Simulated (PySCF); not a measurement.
# C4H9FS2Si: what the fields show

```xyz
17

F     2.6175    0.5640    1.3945
C     2.2843    0.9753    0.1265
C     1.4136   -0.0730   -0.5508
C     0.0611   -0.2126    0.1414
C    -0.7055   -1.4135   -0.3729
S    -2.3194   -1.5929    0.4622
Si   -2.8146    0.4915    0.4392
S    -0.9307    1.3191   -0.1472
H     1.7532    1.9264    0.2276
H     3.2249    1.1192   -0.4134
H     1.2675    0.2143   -1.5929
H     1.9306   -1.0351   -0.5188
H     0.2079   -0.2962    1.2215
H    -0.1590   -2.3337   -0.1657
H    -0.8831   -1.3348   -1.4463
H    -3.7759    0.8062   -0.6005
H    -3.1793    0.8878    1.7857
```

Geometry: GFN2-xTB.

Theory: PySCF, PBE0/pcSseg-1, SCF density, gas phase, non-relativistic.

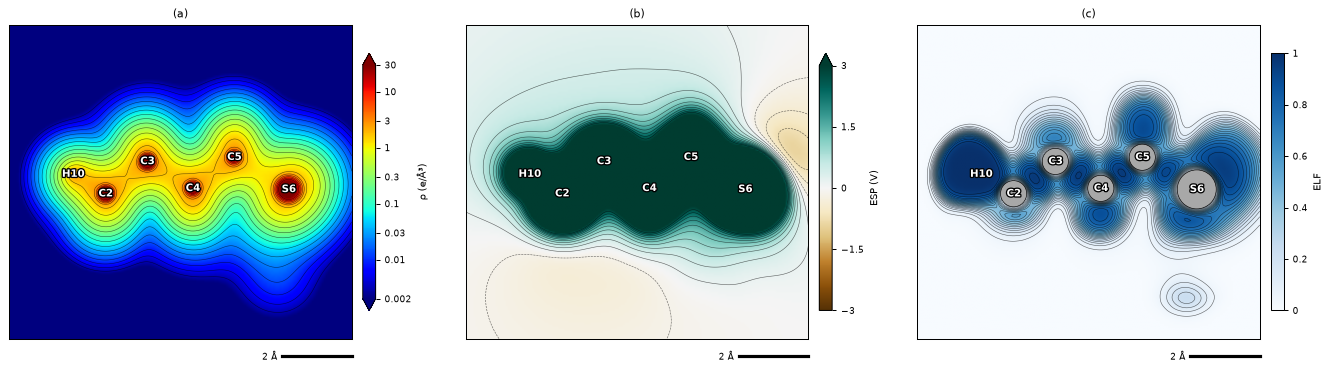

Figure 1. (a) electron density; (b) molecular electrostatic potential; (c) ELF on the plane of atoms C3, C2 and H10. Grey discs cover the atomic cores in the ELF map.

Read the bonding off the picture.

Answer. The section cuts through C, S and H sites.
C–C (1.51 Å): ρ at the midpoint is about 1.7 e/Å³; the ELF peaks at about 0.95 between the atoms, as expected for a shared electron pair.
C–S (1.83 Å): ρ at the midpoint is about 1.2 e/Å³; the ELF peaks at about 0.90 between the atoms, as expected for a shared electron pair.
C–H (1.09 Å): ρ is about 2.1 e/Å³ halfway; the ELF climbs to about 1 towards the hydrogen, as it does in any bond to H; a covalent bond by its length.
The ELF also peaks beside S6, away from the bonds: lone-pair regions.
Outside the dense part of the molecule the potential is most negative (−0.9 V) near S6.

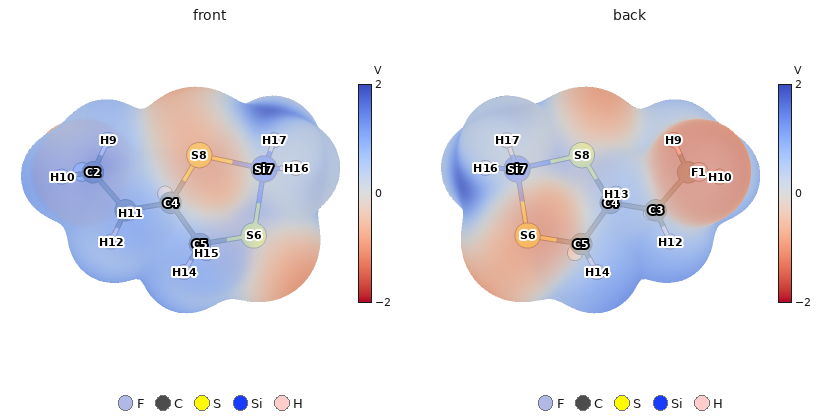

Figure 2. The molecular electrostatic potential painted on the density surface at 0.002 e/bohr³, seen from the front and from behind; the colour scale runs from red (negative) to blue (positive).

Describe the electrostatic potential map.

Answer. The most negative region (about −1.0 V, or −23 kcal/mol for a unit charge) lies over F1, the most positive (about +1.7 V, or +39 kcal/mol for a unit charge) over Si7.
